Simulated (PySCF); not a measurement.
C5H8F3NSi

```yaml
atoms:
  - { symbol: C, position_ang: [3.6541, -0.0106, 0.8817] }
  - { symbol: C, position_ang: [2.5111, -0.3085, 0.0482] }
  - { symbol: C, position_ang: [1.5823, -0.5495, -0.6706] }
  - { symbol: C, position_ang: [0.4030, -0.8612, -1.4607] }
  - { symbol: N, position_ang: [-0.8043, -0.9418, -0.6515] }
  - { symbol: Si, position_ang: [-1.7498, 0.4235, -0.2696] }
  - { symbol: C, position_ang: [-3.1924, -0.3533, 0.7659] }
  - { symbol: F, position_ang: [-4.0756, -1.0457, 0.0194] }
  - { symbol: F, position_ang: [-3.9125, 0.5830, 1.4156] }
  - { symbol: F, position_ang: [-2.7624, -1.2141, 1.7167] }
  - { symbol: H, position_ang: [3.5354, 0.9709, 1.3390] }
  - { symbol: H, position_ang: [4.5629, -0.0128, 0.2810] }
  - { symbol: H, position_ang: [3.7474, -0.7587, 1.6682] }
  - { symbol: H, position_ang: [0.5540, -1.8175, -1.9751] }
  - { symbol: H, position_ang: [0.2527, -0.0809, -2.2108] }
  - { symbol: H, position_ang: [-0.7665, -1.7188, -0.0045] }
  - { symbol: H, position_ang: [-2.3489, 0.9576, -1.4897] }
  - { symbol: H, position_ang: [-1.1993, 1.4800, 0.5849] }
```

Geometry: GFN2-xTB.

Method: PySCF, PBE0/pcSseg-1, SCF density, gas phase, non-relativistic.

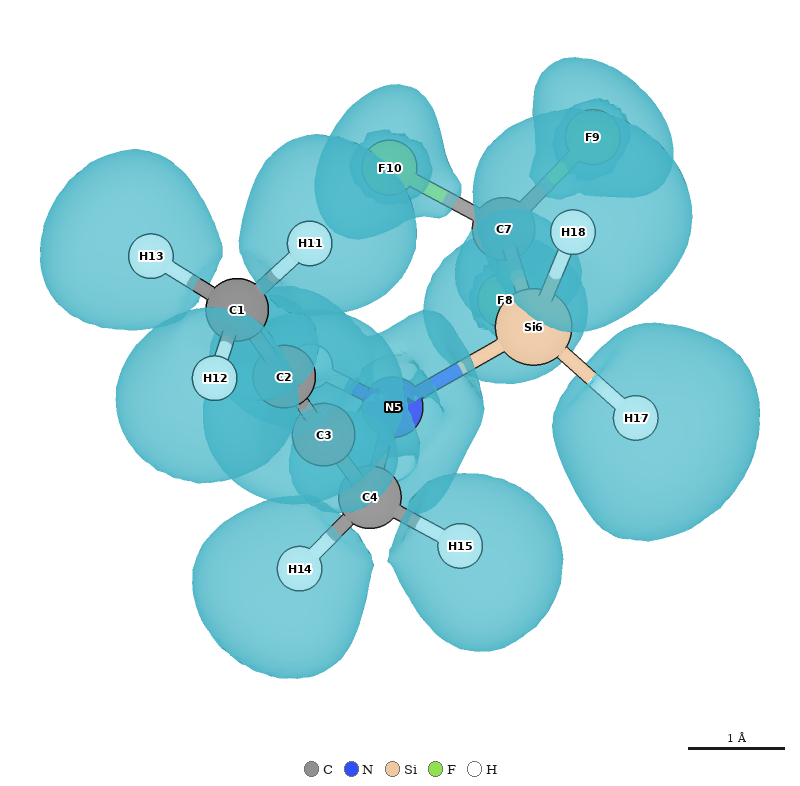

Figure 1. Isosurface of the ELF at 0.75 (cyan), seen at an oblique angle. Core shells and regions of very low density are left out.

> What do the ELF domains correspond to?

The surface consists of three regions between bonded C–C atoms (shared pairs), one region between bonded C–Si atoms (shared pairs), seven regions around hydrogen nuclei, three regions on F in which the atom's valence shell and bonds are merged and one joined region spread over several atoms (H, N), in which their bonds and any lone pairs are merged. Along the contacts the grid gives the following. C–C (1.20 Å): the ELF peaks at about 0.85 between the atoms (a multiple bond). C–F (1.35 Å): the ELF peaks at about 0.85 between the atoms, as expected for a shared but strongly polarised pair.

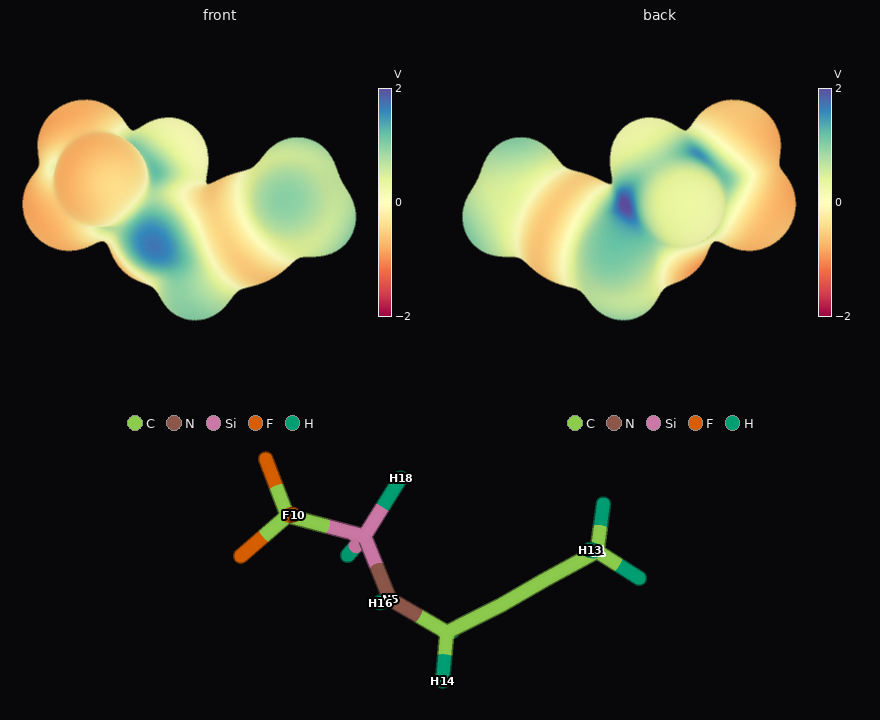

Figure 2. The electrostatic potential painted on the density surface at 0.002 e/bohr³, seen from the front and from behind; red is negative and blue positive. The bare structure is drawn below in the same view.

> Which sites attract a positive test charge, and which a negative one?

A positive charge is drawn to the negative regions and a negative charge to the positive ones. The most negative region (about −0.8 V) lies over N5, F8 and F9, the most positive (about +1.8 V) over Si6.

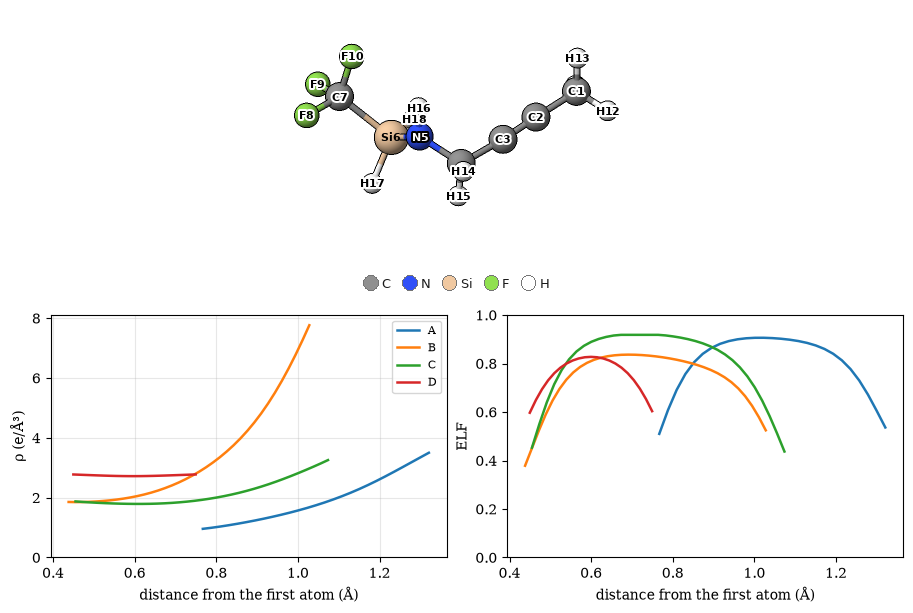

Figure 3. Electron density and ELF along straight lines between neighbouring atoms. The curves leave out the atomic cores. The structure is drawn too.

> Which curve belongs to which contact (C–C, C–F, C–N and Si–N)? The first atom named is at distance zero.

Curve A: Si–N (1.70 Å): ρ at the midpoint is about 1.1 e/Å³; the ELF peaks at about 0.90 between the atoms: a shared but strongly polarised pair. Curve B: C–F (1.35 Å): ρ at the midpoint is about 2.3 e/Å³, with its minimum of 1.9 e/Å³ about 0.5 Å from C; the ELF peaks at about 0.85 between the atoms: a shared but strongly polarised pair. Curve C: C–N (1.46 Å): the density is about 1.9 e/Å³ at the midpoint; the ELF peaks at about 0.90 between the atoms, as expected for a covalent bond. Curve D: C–C (1.20 Å): ρ at the midpoint is about 2.7 e/Å³; the ELF peaks at about 0.85 between the atoms; a short, multiple covalent bond.
